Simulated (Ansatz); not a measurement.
**TiAl3, response to strain**

Base system: TiAl3 (space group I4/mmm, No. 139; relaxed with 0.1 eV smearing).

```
CELL_PARAMETERS angstrom
     -1.91312     1.91312     4.27709
      1.91312    -1.91312     4.27709
      1.91312     1.91312    -4.27709
ATOMIC_POSITIONS crystal
  Al 0.50000 0.50000 0.00000
  Al 0.75000 0.25000 0.50000
  Al 0.25000 0.75000 0.50000
  Ti 0.00000 0.00000 0.00000
```

Strains are applied to the cell and any free atomic positions relax.

Calculations: Ansatz (a first-principles code), r2SCAN, PAW, cutoff 500 eV, spin-orbit coupling left out.

Notes on the quantities. energy relative to the base: free energy F.

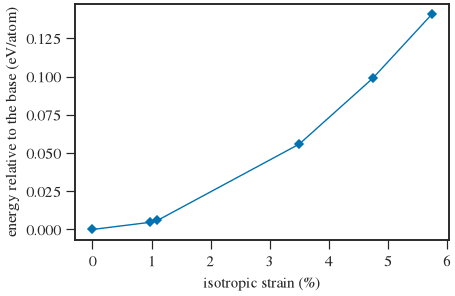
Fig. 1. Energy relative to the base against isotropic strain

```
isotropic strain (%)  energy relative to the base
--------------------  ---------------------------
0.98                                +4.7 meV/atom
1.1                                 +5.9 meV/atom
3.5                                  +56 meV/atom
4.74                                 +99 meV/atom
5.74                                +141 meV/atom
```

Whether these cells are dynamically stable was not tested. All final runs are without spin polarisation.
